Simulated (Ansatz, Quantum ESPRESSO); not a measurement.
# Screening and band shifts of Y2CF2 MXene, 1 layer, part 3 of 6

Aim: how Y2CF2 MXene, 1 layer screens a field along its normal, and what the field does to its bands.

Quantum ESPRESSO 7.5; plane-wave DFT, PBE, GBRV ultrasoft pseudopotentials; geometry and cross-check by Ansatz 0.2.0 with PAW datasets.

So far. Step 3 (Self-consistent run: no field): The run needed 15 iterations to bring the estimated error under 1e-09 Ry; the largest force on any atom, held or free, is 0.01 eV/Å. Step 4 (Electrostatic potential): The vacuum is flat to 0.1 meV/Å, so its level is well defined. Inside the slab the curve depends on the local part of the pseudopotentials; only the vacuum level has a meaning of its own.

### 5. Bands along a path: no field

A bands run reads the converged density and follows the path given under K_POINTS.

Input file f0.bands.in:

```
&control
  prefix = 'f0.bands'
  outdir = './out'
  pseudo_dir = './pseudo'
  calculation = 'bands'
  tefield = .true.
  dipfield = .true.
/
&system
  ibrav = 0
  nat = 5
  ntyp = 3
  ecutwfc = 40
  ecutrho = 200
  occupations = 'smearing'
  smearing = 'fd'
  degauss = 0.004
  edir = 3
  emaxpos = 0.97
  eopreg = 0.04
  eamp = 0.0
  nbnd = 26
/
&electrons
  conv_thr = 1e-07
  mixing_beta = 0.4
  electron_maxstep = 120
  mixing_mode = 'local-TF'
/
ATOMIC_SPECIES
  F   18.9984  f_pbe_v1.4.uspp.F.UPF
  Y   88.9058  y_pbe_v1.4.uspp.F.UPF
  C   12.0110  c_pbe_v1.2.uspp.F.UPF
CELL_PARAMETERS angstrom
  3.57343448201826 0.00000000000000 0.00000000000000
  -1.78671724100913 3.09468504018710 -0.00000000000000
  0.00000000000000 0.00000000000000 21.90482870960000
ATOMIC_POSITIONS crystal
  F   0.333333333333 0.666666666667 0.383855075935
  Y   0.666666666667 0.333333333333 0.437354387368
  C   -0.000000000000 0.000000000000 0.499999963789
  Y   0.333333333333 0.666666666667 0.562645578140
  F   0.666666666667 0.333333333333 0.616144994769
K_POINTS crystal_b
4
  0.0000000000 0.0000000000 0.0000000000 14
  0.5000000000 0.0000000000 0.0000000000 14
  0.3333333333 0.3333333333 0.0000000000 14
  0.0000000000 0.0000000000 0.0000000000 1
```

Command:

```console
$ cp -r out/f0.save out/f0.bands.save
$ cp out/f0.xml out/f0.bands.xml
$ OMP_NUM_THREADS=1 mpirun -n 4 pw.x -nk 4 -in f0.bands.in > f0.bands.out
```

Output:

```text
[banner, memory and clock lines left out]
Program PWSCF v.7.5 starts

          URL

     Presently no symmetry can be used with electric field

     Atomic positions and unit cell read from directory:
     ./out/f0.bands.save/

     G-vector sticks info

     bravais-lattice index     =            0
     lattice parameter (alat)  =       6.7528  a.u.
     unit-cell volume          =    1634.7026 (a.u.)^3
     number of atoms/cell      =            5
     number of atomic types    =            3
     number of electrons       =        40.00
     number of Kohn-Sham states=           26
     kinetic-energy cutoff     =      40.0000  Ry
     charge density cutoff     =     200.0000  Ry
     Exchange-correlation= SLA  PW   PBE  PBE
                           (   1   4   3   4   0   0   0)

     celldm(1)=   6.752812  celldm(2)=   0.000000  celldm(3)=   0.000000
     celldm(4)=   0.000000  celldm(5)=   0.000000  celldm(6)=   0.000000

     crystal axes: (cart. coord. in units of alat)
               a(1) = (   1.000000   0.000000   0.000000 )
               a(2) = (  -0.500000   0.866025  -0.000000 )
               a(3) = (   0.000000   0.000000   6.129909 )

     reciprocal axes: (cart. coord. in units 2 pi/alat)
               b(1) = (  1.000000  0.577350 -0.000000 )
               b(2) = (  0.000000  1.154701  0.000000 )
               b(3) = ( -0.000000  0.000000  0.163135 )

     PseudoPot. # 1 for F  read from file:
     ./pseudo/f_pbe_v1.4.uspp.F.UPF
     Pseudo is Ultrasoft, Zval =  7.0
     Generated by new atomic code, or converted to UPF format
     Using radial grid of  799 points,  4 beta functions with:
                l(1) =   0
                l(2) =   0
                l(3) =   1
                l(4) =   1
     Q(r) pseudized with  8 coefficients,  rinner =    0.950   0.950   0.950

     PseudoPot. # 2 for Y  read from file:
     ./pseudo/y_pbe_v1.4.uspp.F.UPF
     Pseudo is Ultrasoft + core correction, Zval = 11.0
     Generated by new atomic code, or converted to UPF format
     Using radial grid of  885 points,  6 beta functions with:
                l(1) =   0
                l(2) =   0
                l(3) =   1
                l(4) =   1
                l(5) =   2
                l(6) =   2
     Q(r) pseudized with  8 coefficients,  rinner =    1.200   1.200   1.200
                                                       1.200   1.200

     PseudoPot. # 3 for C  read from file:
     ./pseudo/c_pbe_v1.2.uspp.F.UPF
     Pseudo is Ultrasoft + core correction, Zval =  4.0
     Generated by new atomic code, or converted to UPF format
     Using radial grid of  721 points,  4 beta functions with:
                l(1) =   0
                l(2) =   0
                l(3) =   1
                l(4) =   1
     Q(r) pseudized with  8 coefficients,  rinner =    1.100   1.100   1.100

     atomic species   valence    mass     pseudopotential
     F                 7.00    18.99840     F ( 1.00)
     Y                11.00    88.90580     Y ( 1.00)
     C                 4.00    12.01100     C ( 1.00)

     No symmetry found

   Cartesian axes

     site n.     atom                  positions (alat units)
         1        F      tau(   1) = (  -0.0000000   0.5773503   2.3529967  )
         2        Y      tau(   2) = (   0.5000000   0.2886751   2.6809427  )
         3        C      tau(   3) = (   0.0000000   0.0000000   3.0649544  )
         4        Y      tau(   4) = (  -0.0000000   0.5773503   3.4489663  )
         5        F      tau(   5) = (   0.5000000   0.2886751   3.7769128  )

     number of k points=    43  Fermi-Dirac smearing, width (Ry)=  0.0040
                       cart. coord. in units 2pi/alat
        k(    1) = (   0.0000000   0.0000000   0.0000000), wk =   0.0465116
        k(    2) = (   0.0357143   0.0206197   0.0000000), wk =   0.0465116
        k(    3) = (   0.0714286   0.0412393   0.0000000), wk =   0.0465116
        k(    4) = (   0.1071429   0.0618590   0.0000000), wk =   0.0465116
        k(    5) = (   0.1428571   0.0824786   0.0000000), wk =   0.0465116
        k(    6) = (   0.1785714   0.1030983   0.0000000), wk =   0.0465116
        k(    7) = (   0.2142857   0.1237179   0.0000000), wk =   0.0465116
        k(    8) = (   0.2500000   0.1443376   0.0000000), wk =   0.0465116
        k(    9) = (   0.2857143   0.1649572   0.0000000), wk =   0.0465116
        k(   10) = (   0.3214286   0.1855769   0.0000000), wk =   0.0465116
        k(   11) = (   0.3571429   0.2061965   0.0000000), wk =   0.0465116
        k(   12) = (   0.3928571   0.2268162   0.0000000), wk =   0.0465116
        k(   13) = (   0.4285714   0.2474358   0.0000000), wk =   0.0465116
        k(   14) = (   0.4642857   0.2680555   0.0000000), wk =   0.0465116
        k(   15) = (   0.5000000   0.2886751   0.0000000), wk =   0.0465116
        k(   16) = (   0.4880952   0.3092948   0.0000000), wk =   0.0465116
        k(   17) = (   0.4761905   0.3299144   0.0000000), wk =   0.0465116
        k(   18) = (   0.4642857   0.3505341   0.0000000), wk =   0.0465116
        k(   19) = (   0.4523810   0.3711537   0.0000000), wk =   0.0465116
        k(   20) = (   0.4404762   0.3917734   0.0000000), wk =   0.0465116
        k(   21) = (   0.4285714   0.4123930   0.0000000), wk =   0.0465116
        k(   22) = (   0.4166667   0.4330127   0.0000000), wk =   0.0465116
        k(   23) = (   0.4047619   0.4536324   0.0000000), wk =   0.0465116
        k(   24) = (   0.3928571   0.4742520   0.0000000), wk =   0.0465116
        k(   25) = (   0.3809524   0.4948717   0.0000000), wk =   0.0465116
        k(   26) = (   0.3690476   0.5154913   0.0000000), wk =   0.0465116
        k(   27) = (   0.3571429   0.5361110   0.0000000), wk =   0.0465116
        k(   28) = (   0.3452381   0.5567306   0.0000000), wk =   0.0465116
        k(   29) = (   0.3333333   0.5773503   0.0000000), wk =   0.0465116
        k(   30) = (   0.3095238   0.5361110   0.0000000), wk =   0.0465116
        k(   31) = (   0.2857143   0.4948717   0.0000000), wk =   0.0465116
        k(   32) = (   0.2619048   0.4536324   0.0000000), wk =   0.0465116
        k(   33) = (   0.2380952   0.4123930   0.0000000), wk =   0.0465116
        k(   34) = (   0.2142857   0.3711537   0.0000000), wk =   0.0465116
        k(   35) = (   0.1904762   0.3299144   0.0000000), wk =   0.0465116
        k(   36) = (   0.1666667   0.2886751   0.0000000), wk =   0.0465116
        k(   37) = (   0.1428571   0.2474358   0.0000000), wk =   0.0465116
        k(   38) = (   0.1190476   0.2061965   0.0000000), wk =   0.0465116
        k(   39) = (   0.0952381   0.1649572   0.0000000), wk =   0.0465116
[...]
k = 0.4643 0.3505 0.0000 (  7006 PWs)   bands (ev):

   -41.2454 -41.2275 -24.3197 -24.3001 -21.5165 -21.3674 -21.2365 -21.2049
   -21.1426 -20.9376  -7.4599  -5.9607  -5.8314  -5.5301  -5.5258  -5.3003
    -5.2815  -1.3587  -0.4060  -0.1207   1.5523   4.5658   4.8740   5.1681
     5.8274   6.3150

          k = 0.4524 0.3712 0.0000 (  7010 PWs)   bands (ev):

   -41.2445 -41.2273 -24.3191 -24.3004 -21.5103 -21.4007 -21.2411 -21.2282
   -21.1121 -20.9236  -7.4576  -5.9434  -5.8368  -5.5395  -5.5145  -5.2984
    -5.2801  -1.3445  -0.4056  -0.2140   1.6899   4.5921   4.7643   5.1325
     5.7987   6.1755

          k = 0.4405 0.3918 0.0000 (  7014 PWs)   bands (ev):

   -41.2434 -41.2272 -24.3184 -24.3009 -21.5024 -21.4330 -21.2532 -21.2470
   -21.0827 -20.9102  -7.4551  -5.9227  -5.8396  -5.5504  -5.5045  -5.2962
    -5.2789  -1.3265  -0.4052  -0.3140   1.8477   4.6231   4.6418   5.0873
     5.7773   6.0490

          k = 0.4286 0.4124 0.0000 (  7002 PWs)   bands (ev):

   -41.2422 -41.2270 -24.3176 -24.3015 -21.4928 -21.4636 -21.2784 -21.2544
   -21.0551 -20.8984  -7.4523  -5.8997  -5.8386  -5.5622  -5.4975  -5.2936
    -5.2781  -1.3048  -0.4154  -0.4048   2.0204   4.5145   4.6567   5.0324
     5.7604   5.9365

          k = 0.4167 0.4330 0.0000 (  7008 PWs)   bands (ev):

   -41.2407 -41.2269 -24.3169 -24.3022 -21.4917 -21.4816 -21.3027 -21.2633
   -21.0293 -20.8891  -7.4496  -5.8756  -5.8330  -5.5740  -5.4947  -5.2909
    -5.2779  -1.2796  -0.5144  -0.4046   2.2039   4.3880   4.6894   4.9682
     5.7455   5.8392

          k = 0.4048 0.4536 0.0000 (  6994 PWs)   bands (ev):

   -41.2392 -41.2269 -24.3161 -24.3032 -21.5170 -21.4690 -21.3252 -21.2737
   -21.0056 -20.8825  -7.4469  -5.8518  -5.8228  -5.5848  -5.4970  -5.2882
    -5.2781  -1.2511  -0.6086  -0.4044   2.3947   4.2678   4.7144   4.8982
     5.7308   5.7582

          k = 0.3929 0.4743 0.0000 (  6995 PWs)   bands (ev):

   -41.2376 -41.2269 -24.3154 -24.3044 -21.5389 -21.4551 -21.3453 -21.2856
   -20.9839 -20.8788  -7.4443  -5.8300  -5.8083  -5.5937  -5.5048  -5.2855
    -5.2788  -1.2193  -0.6965  -0.4042   2.5880   4.1592   4.7099   4.8416
     5.6942   5.7151

          k = 0.3810 0.4949 0.0000 (  6999 PWs)   bands (ev):

   -41.2359 -41.2271 -24.3147 -24.3057 -21.5570 -21.4399 -21.3624 -21.2990
   -20.9643 -20.8783  -7.4417  -5.8116  -5.7903  -5.5997  -5.5183  -5.2830
    -5.2794  -1.1846  -0.7770  -0.4040   2.7773   4.0689   4.6429   4.8293
     5.6480   5.6978

          k = 0.3690 0.5155 0.0000 (  7009 PWs)   bands (ev):

   -41.2343 -41.2275 -24.3140 -24.3072 -21.5713 -21.4238 -21.3759 -21.3138
   -20.9466 -20.8807  -7.4393  -5.7976  -5.7702  -5.6021  -5.5366  -5.2810
    -5.2799  -1.1471  -0.8497  -0.4038   2.9510   4.0077   4.5377   4.8375
     5.6196   5.6790

          k = 0.3571 0.5361 0.0000 (  6993 PWs)   bands (ev):

   -41.2327 -41.2280 -24.3133 -24.3087 -21.5814 -21.4078 -21.3849 -21.3300
   -20.9308 -20.8861  -7.4372  -5.7886  -5.7499  -5.6007  -5.5578  -5.2798
    -5.2795  -1.1070  -0.9145  -0.4035   3.0903   3.9926   4.4167   4.8455
     5.6078   5.6593

          k = 0.3452 0.5567 0.0000 (  6997 PWs)   bands (ev):

   -41.2313 -41.2289 -24.3125 -24.3102 -21.5873 -21.3987 -21.3821 -21.3474
   -20.9168 -20.8941  -7.4357  -5.7840  -5.7333  -5.5965  -5.5781  -5.2794
    -5.2787  -1.0647  -0.9713  -0.4033   3.1739   4.0414   4.2871   4.8497
     5.6100   5.6397

          k = 0.3333 0.5774 0.0000 (  6969 PWs)   bands (ev):

   -41.2300 -41.2299 -24.3115 -24.3115 -21.5893 -21.3989 -21.3656 -21.3656
   -20.9045 -20.9045  -7.4350  -5.7827  -5.7263  -5.5907  -5.5907  -5.2788
    -5.2788  -1.0203  -1.0203  -0.4031   3.1984   4.1529   4.1529   4.8507
     5.6224   5.6224

          k = 0.3095 0.5361 0.0000 (  7007 PWs)   bands (ev):

   -41.2330 -41.2279 -24.3130 -24.3084 -21.5824 -21.4030 -21.3929 -21.3262
   -20.9310 -20.8845  -7.4389  -5.7857  -5.7528  -5.5790  -5.5764  -5.2819
    -5.2787  -1.0959  -0.9269  -0.4043   3.1441   3.8818   4.4587   4.8510
     5.6047   5.6552

          k = 0.2857 0.4949 0.0000 (  7003 PWs)   bands (ev):

   -41.2375 -41.2269 -24.3121 -24.3031 -21.5665 -21.4359 -21.3746 -21.2851
   -20.9620 -20.8700  -7.4545  -5.7965  -5.7911  -5.5717  -5.5365  -5.2893
    -5.2833  -1.1423  -0.8289  -0.4093   3.0499   3.6222   4.7038   4.8615
     5.6285   5.6568

          k = 0.2619 0.4536 0.0000 (  6985 PWs)   bands (ev):

   -41.2433 -41.2270 -24.3078 -24.2950 -21.5571 -21.4487 -21.3466 -21.2449
   -20.9923 -20.8604  -7.4873  -5.8226  -5.7964  -5.5699  -5.4946  -5.3012
    -5.2968  -1.1598  -0.7287  -0.4209   2.9602   3.3874   4.7783   4.8878
     5.5751   5.6570

          k = 0.2381 0.4124 0.0000 (  6967 PWs)   bands (ev):

   -41.2505 -41.2285 -24.2993 -24.2838 -21.5691 -21.4265 -21.3127 -21.2096
   -21.0152 -20.8555  -7.5390  -5.8208  -5.8007  -5.5723  -5.4552  -5.3220
    -5.3182  -1.1482  -0.6319  -0.4379   2.8884   3.1875   4.7020   4.9199
     5.3855   5.6093

          k = 0.2143 0.3712 0.0000 (  6957 PWs)   bands (ev):

   -41.2589 -41.2312 -24.2865 -24.2696 -21.5889 -21.3837 -21.2779 -21.1849
   -21.0214 -20.8550  -7.6064  -5.8024  -5.7949  -5.5775  -5.4187  -5.3575
    -5.3418  -1.1065  -0.5692  -0.4322   2.8413   3.0289   4.5367   4.8753
     5.1834   5.5174

          k = 0.1905 0.3299 0.0000 (  6963 PWs)   bands (ev):

   -41.2682 -41.2350 -24.2700 -24.2534 -21.6024 -21.3347 -21.2474 -21.1716
   -21.0065 -20.8594  -7.6828  -5.7993  -5.7571  -5.5850  -5.4177  -5.3736
    -5.3657  -1.0337  -0.5938  -0.3531   2.8237   2.9155   4.3289   4.6023
     5.1694   5.4033

          k = 0.1667 0.2887 0.0000 (  6987 PWs)   bands (ev):

   -41.2780 -41.2396 -24.2507 -24.2364 -21.6034 -21.2864 -21.2269 -21.1590
   -20.9778 -20.8690  -7.7608  -5.7885  -5.7210  -5.5948  -5.4658  -5.4147
    -5.3274  -0.9286  -0.6651  -0.2439   2.8394   2.8476   4.1076   4.2661
     5.2028   5.2198

          k = 0.1429 0.2474 0.0000 (  6979 PWs)   bands (ev):

   -41.2880 -41.2448 -24.2301 -24.2201 -21.5893 -21.2425 -21.2150 -21.1405
   -20.9458 -20.8848  -7.8347  -5.7683  -5.6960  -5.6072  -5.5134  -5.4643
    -5.2892  -0.7900  -0.7592  -0.1313   2.8225   2.8901   3.8882   3.9645
     4.8644   5.0890

          k = 0.1190 0.2062 0.0000 (  6973 PWs)   bands (ev):

   -41.2975 -41.2501 -24.2097 -24.2056 -21.5596 -21.2052 -21.2035 -21.1202
   -20.9172 -20.9075  -7.9005  -5.7390  -5.6848  -5.6229  -5.5497  -5.5188
    -5.2629  -0.8684  -0.6185  -0.0262   2.8348   2.9736   3.6784   3.7297
     4.4900   4.8272

          k = 0.0952 0.1650 0.0000 (  6967 PWs)   bands (ev):

   -41.3061 -41.2552 -24.1939 -24.1911 -21.5160 -21.1878 -21.1753 -21.1023
   -20.9378 -20.8954  -7.9560  -5.7029  -5.6823  -5.6443  -5.5717  -5.5702
    -5.2560  -0.9843  -0.4193   0.0627   2.8794   3.0810   3.4841   3.5697
     4.1388   4.6065

          k = 0.0714 0.1237 0.0000 (  6959 PWs)   bands (ev):

   -41.3133 -41.2596 -24.1851 -24.1755 -21.4621 -21.1682 -21.1529 -21.0884
   -20.9753 -20.8817  -8.0002  -5.6781  -5.6768  -5.6644  -5.6061  -5.5833
    -5.2701  -1.0957  -0.2060   0.1294   2.9524   3.1904   3.3178   3.4724
     3.8328   4.4302

          k = 0.0476 0.0825 0.0000 (  6981 PWs)   bands (ev):

   -41.3188 -41.2630 -24.1792 -24.1638 -21.4048 -21.1478 -21.1376 -21.0792
   -21.0174 -20.8750  -8.0324  -5.7127  -5.6660  -5.6362  -5.6198  -5.5897
    -5.2993  -1.1893  -0.0044   0.1729   3.0449   3.1459   3.3198   3.4142
     3.5927   4.3015

          k = 0.0238 0.0412 0.0000 (  6969 PWs)   bands (ev):

   -41.3222 -41.2651 -24.1758 -24.1566 -21.3557 -21.1317 -21.1285 -21.0745
   -21.0558 -20.8731  -8.0520  -5.7396  -5.6494  -5.6385  -5.6031  -5.5934
    -5.3299  -1.2521   0.1464   0.1962   3.0416   3.1342   3.3716   3.3748
     3.4577   4.2234

          k = 0.0000 0.0000 0.0000 (  6983 PWs)   bands (ev):

   -41.3234 -41.2659 -24.1747 -24.1542 -21.3347 -21.1253 -21.1253 -21.0732
   -21.0732 -20.8729  -8.0586  -5.7494  -5.6410  -5.6410  -5.5949  -5.5949
    -5.3434  -1.2742   0.2034   0.2034   3.0001   3.1762   3.3555   3.3555
     3.4480   4.1973

     XML data file, pseudopotentials, collected wavefunctions

                                        0.00s GPU  (     709 calls)
[key lines of the parts left out:]
Dipole field          0.0000 Ry au,
```

Run time: 43 s. Hardware: 4 MPI ranks of Arm Neoverse V1, shared host; peak memory 0.36 GiB.

Numbers from this step:

| Property | Result |
| --- | --- |
| valence top, on the run's zero | 0.2034 eV |
| conduction bottom, on the run's zero | 1.344 eV |

Band numbers count within the set of bands kept for display. Electronic bands along the path, in eV, zero at the highest filled level of the SCF mesh; v1 is the highest filled band, c1 the lowest empty one:

| point | v4 | v3 | v2 | v1 | c1 | c2 | c3 | c4 |
| --- | --- | --- | --- | --- | --- | --- | --- | --- |
| Γ | -5.55 | -1.48 | 0.00 | 0.00 | 2.80 | 2.97 | 3.15 | 3.15 |
| M | -5.49 | -1.58 | -0.61 | -0.17 | 1.14 | 4.33 | 4.84 | 5.01 |
| K | -5.48 | -1.22 | -1.22 | -0.61 | 2.99 | 3.95 | 3.95 | 4.65 |
| Γ | -5.55 | -1.48 | 0.00 | 0.00 | 2.80 | 2.97 | 3.15 | 3.15 |

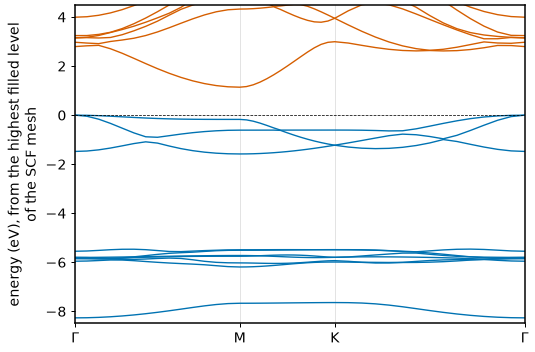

Electronic bands along the path; lines of filled and empty bands in two colours.

Along this path the valence top lies at Γ and the conduction bottom at M.

### 6. SCF with pw.x: field 0.1 V/Å

eamp is the field in Hartree atomic units (1 a.u. = 51.42 V/Å). With dipfield on, it is the field in the vacuum beside an isolated sheet. The run starts from the density of the one before.

Input file f1.in:

```
&control
  prefix = 'f1'
  outdir = './out'
  pseudo_dir = './pseudo'
  calculation = 'scf'
  tprnfor = .true.
  tefield = .true.
  dipfield = .true.
/
&system
  ibrav = 0
  nat = 5
  ntyp = 3
  ecutwfc = 40
  ecutrho = 200
  occupations = 'smearing'
  smearing = 'fd'
  degauss = 0.004
  edir = 3
  emaxpos = 0.97
  eopreg = 0.04
  eamp = 0.00194469
/
&electrons
  conv_thr = 1e-09
  mixing_beta = 0.4
  electron_maxstep = 120
  mixing_mode = 'plain'
  startingpot = 'file'
/
ATOMIC_SPECIES
  F   18.9984  f_pbe_v1.4.uspp.F.UPF
  Y   88.9058  y_pbe_v1.4.uspp.F.UPF
  C   12.0110  c_pbe_v1.2.uspp.F.UPF
CELL_PARAMETERS angstrom
  3.57343448201826 0.00000000000000 0.00000000000000
  -1.78671724100913 3.09468504018710 -0.00000000000000
  0.00000000000000 0.00000000000000 21.90482870960000
ATOMIC_POSITIONS crystal
  F   0.333333333333 0.666666666667 0.383855075935
  Y   0.666666666667 0.333333333333 0.437354387368
  C   -0.000000000000 0.000000000000 0.499999963789
  Y   0.333333333333 0.666666666667 0.562645578140
  F   0.666666666667 0.333333333333 0.616144994769
K_POINTS automatic
  12 12 1 0 0 0
```

Command:

```console
$ cp -r out/f0.save out/f1.save
$ OMP_NUM_THREADS=1 mpirun -n 4 pw.x -nk 4 -in f1.in > f1.out
```

Output:

```text
[banner, memory and clock lines left out]
Program PWSCF v.7.5 starts
[...]
number of electrons       =        40.00
     number of Kohn-Sham states=           24
     kinetic-energy cutoff     =      40.0000  Ry
     charge density cutoff     =     200.0000  Ry
[...]
number of k points=    74  Fermi-Dirac smearing, width (Ry)=  0.0040
[...]
Dense  grid:    78043 G-vectors     FFT dimensions: (  32,  32, 192)
[...]
The initial density is read from file :
[...]
negative rho (up, down):  4.573E-04 0.000E+00
[...]
Starting wfcs are   38 randomized atomic wfcs
[...]
negative rho (up, down):  4.560E-04 0.000E+00
[...]
estimated scf accuracy    <       0.00548701 Ry
[...]
negative rho (up, down):  4.560E-04 0.000E+00
[...]
estimated scf accuracy    <       0.02967294 Ry
[...]
negative rho (up, down):  4.562E-04 0.000E+00
[...]
estimated scf accuracy    <       0.00002636 Ry
[...]
negative rho (up, down):  4.565E-04 0.000E+00
[...]
estimated scf accuracy    <       0.00000149 Ry
[...]
negative rho (up, down):  4.568E-04 0.000E+00
[...]
estimated scf accuracy    <       0.00000056 Ry
[...]
negative rho (up, down):  4.569E-04 0.000E+00
[...]
estimated scf accuracy    <       0.00000002 Ry
[...]
negative rho (up, down):  4.570E-04 0.000E+00
[...]
estimated scf accuracy    <       0.00000002 Ry
[...]
negative rho (up, down):  4.570E-04 0.000E+00
[...]
estimated scf accuracy    <          4.6E-09 Ry
[...]
negative rho (up, down):  4.570E-04 0.000E+00
[...]
estimated scf accuracy    <          1.4E-09 Ry
[...]
negative rho (up, down):  4.570E-04 0.000E+00
[...]
Computed dipole along edir(3) :
        Dipole                0.0600 Ry au,          0.1525 Debye
        Dipole field          0.0005 Ry au,
        E field amplitude [Ha a.u.]:  1.9447E-03
        Potential amp.        0.1179 Ry
        Total length         39.7384 bohr
[...]
the Fermi energy is     0.8122 ev
!    total energy              =    -294.92266267 Ry
     estimated scf accuracy    <          2.6E-10 Ry
     smearing contrib. (-TS)   =      -0.00000024 Ry
     internal energy E=F+TS    =    -294.92266242 Ry
[...]
one-electron contribution =   -1817.41883772 Ry
     hartree contribution      =     915.44460409 Ry
     xc contribution           =     -77.31041390 Ry
     ewald contribution        =     684.36219083 Ry
     electric field correction =      -0.00020572 Ry
     convergence has been achieved in  10 iterations
     negative rho (up, down):  4.570E-04 0.000E+00
[...]
Total force =     0.004600     Total SCF correction =     0.000053
[...]
```

It took 92 s on 4 MPI ranks; peak memory 0.59 GiB.

This step gave:

* free energy: -4012.6272 eV
* Fermi energy: 0.8122 eV
* dipole along the normal: 0.03175 e·Å
* valence top, on the run's zero: 0.2198 eV
* conduction bottom, on the run's zero: 1.361 eV

The dipole goes from 0.0000 to 0.0317 e Å, 0.3175 e Å per V/Å.

(Part 3 of 6 ends here.)

[Logs are printed without paths, hosts, clocks, repeated set-up lines and the standing remarks that a program may print on its own settings, such as how far it seeks lower states.]

[Hosts, paths, dates, database ids (printed as entryN), source tags and the programs' standing remarks are cut or masked in the printed files.]

[Maps of the electrostatic potential energy from Ansatz leave out the sawtooth potential of an applied field or a dipole correction, so their vacuum need not be flat; planar profiles and work functions include it.]
